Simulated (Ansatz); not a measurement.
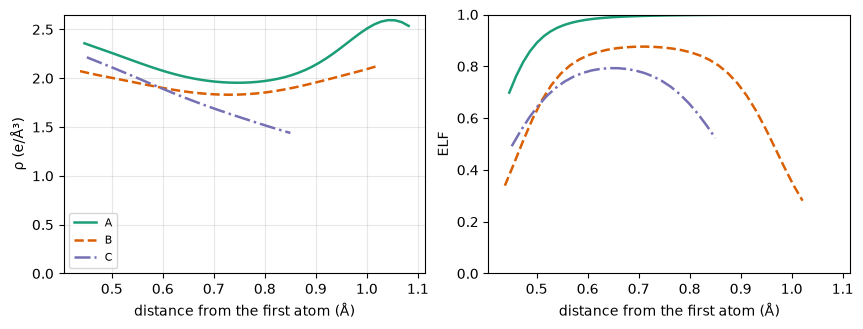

*C₂H₂B (charge +1). Electron density and electron localisation function along straight lines between neighbouring atoms. The curves leave out the atomic cores.*

Geometry: B3LYP-D3(BJ)/6-311G**.

Level of theory: Ansatz 0.2.0, isolated molecule in a Gaussian basis; Kohn-Sham density functional theory, functional PBE0.

```yaml
atoms:
  - { symbol: C, position_ang: [-0.4477, 0.5419, -1.0079] }
  - { symbol: C, position_ang: [0.8740, 0.2321, -0.4730] }
  - { symbol: B, position_ang: [0.2088, -0.6394, -1.3241] }
  - { symbol: H, position_ang: [1.5425, 0.7667, 0.1890] }
  - { symbol: H, position_ang: [-1.1103, 1.3885, -0.8847] }
```

### Which curve belongs to which contact (C–B, C–C and C–H)? The first atom named is at distance zero.

Curve A: C–H (1.08 Å): ρ at the midpoint is about 2.2 e/Å³; the ELF climbs to about 1 towards the hydrogen, as it does in any bond to H: a covalent bond by its length. Curve B: C–C (1.46 Å): ρ is about 1.8 e/Å³ halfway; the ELF peaks at about 0.90 between the atoms: localised, covalent bonding. Curve C: C–B (1.39 Å): ρ is about 1.7 e/Å³ halfway; the ELF peaks at about 0.80 between the atoms, as expected for localised, covalent bonding.
